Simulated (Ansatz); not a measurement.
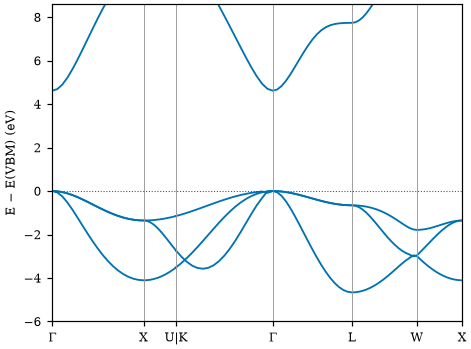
Band structure from PBEsol (plane waves, PAW; program Ansatz)

### Question
Read off the gap and where the band edges lie.

### Answer
About 4.6 eV (4.62 eV by a search for the band edges); maximum at Γ, minimum at Γ.

The material is MgO (rock salt, Fm-3m).

The PBEsol relaxation kept the symmetry of its start; phonons on a q-mesh show no instability. The volume moved by -15 % from the start of the relaxation.

Potentials: the later of the program's two PAW sets.
